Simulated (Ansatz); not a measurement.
System: GaH$_{3}$···HF.

Input

```
crystal:
  periodic: [false, false, false]
  atoms:
    - {symbol: Ga, position_ang: [-0.372464, -0.112312, -0.679914]}
    - {symbol: F, position_ang: [0.432969, -0.145029, 1.523106]}
    - {symbol: H, position_ang: [0.002668, -1.586534, -1.054464]}
    - {symbol: H, position_ang: [-1.847324, 0.299946, -0.349337]}
    - {symbol: H, position_ang: [1.076535, 0.518218, 1.450680]}
    - {symbol: H, position_ang: [0.707717, 1.025909, -0.890070]}
basis:
  gaussian: {orbitals: def2-TZVPP}
hamiltonian: {xc: pbe0, dispersion: d4}
output: {orbitals: {seedname: orbitals}}
```

Launched as:

```sh
ansatz run in.yaml --threads 2 --pin off --events-out ev --progress --plain --max-ram 4352MiB
```

The product side of a reaction path; geometry: PBE0-D4/def2-TZVP.

All numbers below come from RKS PBE0-D4/def2-TZVPP (Ansatz 0.2.0).

**What will maps of the electron density and electron localisation function show?**

Ga–H (1.57 Å): the density is about 0.99 e/Å³ at the midpoint; the ELF climbs to about 1 towards the hydrogen.

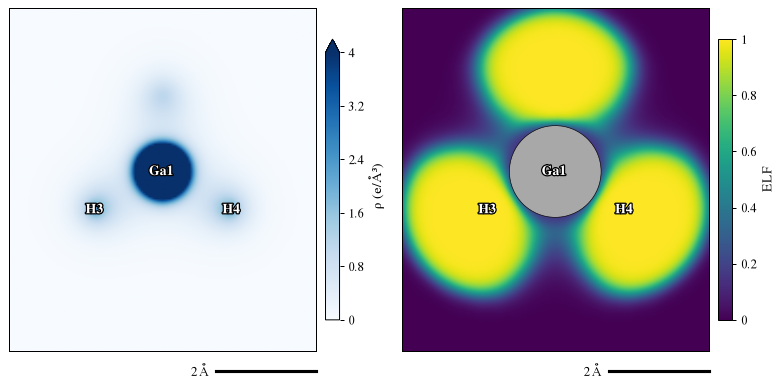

Computed electron density and electron localisation function on the plane of atoms H3, Ga1 and H4, in this order. Grey discs cover the atomic cores in the ELF map. 
